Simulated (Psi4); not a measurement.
## Run report: CoF$_{2}$, geometry relaxation (part 4 of 4)

Continued. System: CoF$_{2}$, multiplicity 4, SMILES [F][Co][F]. Method: SVWN-RPA/6-31G**, UKS (Psi4 1.11). The geometry comes from this level: GFN2-xTB.

Geometry of the input (Å):
```
Co 0.0000  0.0000  0.0001
F  -0.0158  -0.0196  1.6162
F  0.0158  0.0196  -1.6163
```

### Trajectory as extended XYZ (Å, eV, eV/Å), 4 frames, from step=0 to step=3
```
3
Properties=species:S:1:pos:R:3:forces:R:3 step=0 energy=-42978.02526
Co    0.0000    0.0000    0.0001    0.0001   0.0001  -0.0080
F    -0.0158   -0.0196    1.6162   -0.0163  -0.0202   1.6661
F     0.0158    0.0196   -1.6163    0.0162   0.0201  -1.6581
3
Properties=species:S:1:pos:R:3:forces:R:3 step=1 energy=-42978.11341
Co    0.0000    0.0000    0.0000    0.0000   0.0000  -0.0015
F    -0.0162   -0.0200    1.6515   -0.0027  -0.0033   0.2712
F     0.0162    0.0200   -1.6515    0.0027   0.0033  -0.2698
3
Properties=species:S:1:pos:R:3:forces:R:3 step=2 energy=-42978.11843
Co    0.0000    0.0000    0.0000    0.0000   0.0000  -0.0006
F    -0.0163   -0.0201    1.6583   -0.0003  -0.0004   0.0316
F     0.0163    0.0201   -1.6583    0.0003   0.0004  -0.0311
3
Properties=species:S:1:pos:R:3:forces:R:3 step=3 energy=-42978.11879
Co    0.0000    0.0000    0.0000    0.0000   0.0000  -0.0010
F    -0.0163   -0.0201    1.6592    0.0000  -0.0001   0.0044
F     0.0163    0.0201   -1.6591    0.0000   0.0001  -0.0034
```

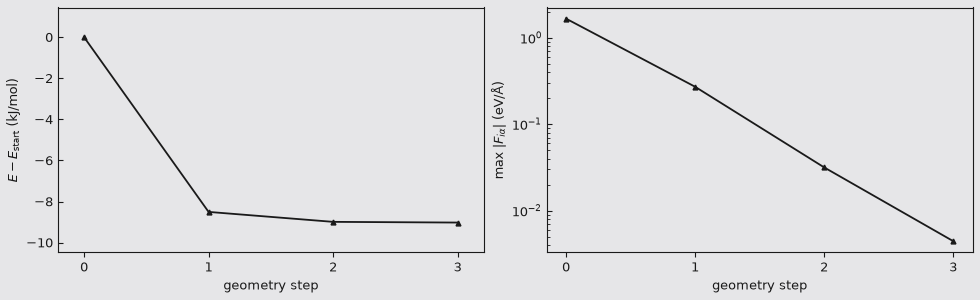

Fig. 1: Progress of the relaxation, step by step (steps are counted from 0).

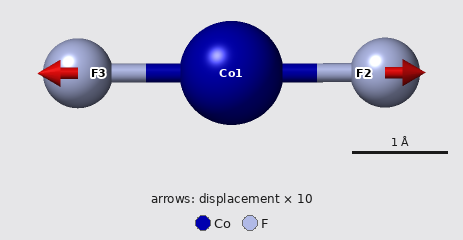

Fig. 2: The starting structure with the displacements as red arrows, magnified 10 times (ball-and-stick view, seen at a tilt). The two geometries are laid on each other by the best rigid fit. The largest moves after the best rigid fit, 0.043 Å, are those of F2 and F3. Co stays in place. Among the contacts that change: Co1–F2 1.616 → 1.659 Å. The energy falls by 9.02 kJ/mol in 3 geometry steps. Largest force component: 1.7 eV/Å at the start, 0.0044 eV/Å at the end. (Atoms are counted from 1 in the order of the input.)

### Key numbers

```csv
quantity,value
outcome,converged
total energy,−1579.416734 hartree
basis functions,69
⟨S²⟩,3.753
dipole moment,0.00 D
hardware,"1 thread of Intel Xeon (Granite Rapids), 128 GiB of memory available, shared host"
wall time,46 s
peak memory,0.31 GiB
```
